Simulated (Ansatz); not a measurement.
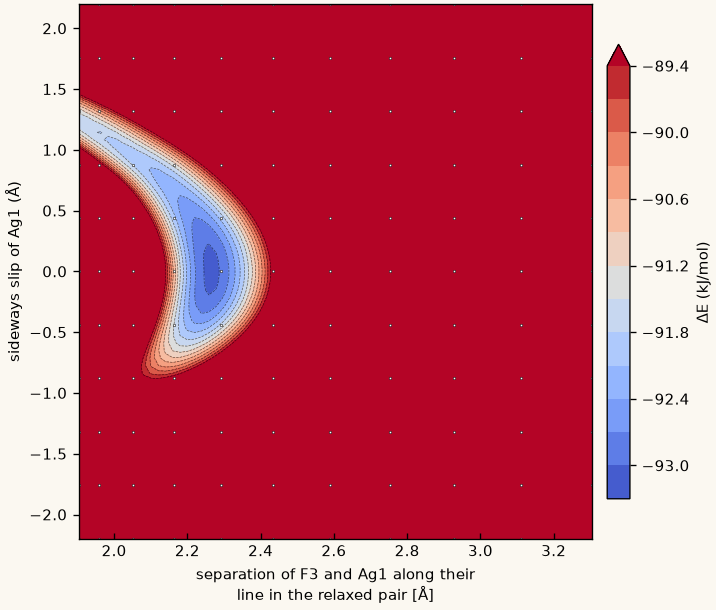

CH₃AgF, charge +1. Coordinates scanned: (1) separation of F3 and Ag1 along their line in the relaxed pair; (2) sideways slip of Ag1. Nothing is relaxed (both partners rigid). Grid: 11 × 11 points. Points are written as (first, second). Energies are in kJ/mol, from the ion and the molecule far apart, frozen as in the relaxed pair, each in its own basis (no counterpoise correction). Method: RKS PBE0-D4/def2-TZVPD (Ansatz 0.2.0).

In the figure: filled contours, dots at the grid points, one colour for all values above the top of the scale. Between grid points the surface is interpolated.

Estimate the position of the minimum and the force constants in these coordinates.

The interpolated minimum is at the first coordinate ≈ 2.266 Å, sideways slip of Ag1 ≈ 0.01 Å. The curvatures there are about 3.9 eV/Å² and 0.04 eV/Å², with a cross term of about 0.02 eV/Å². Round the minimum the two coordinates are weakly coupled (coupling 0.06 in units of the two stiffnesses). (1 eV is 96.5 kJ/mol.)
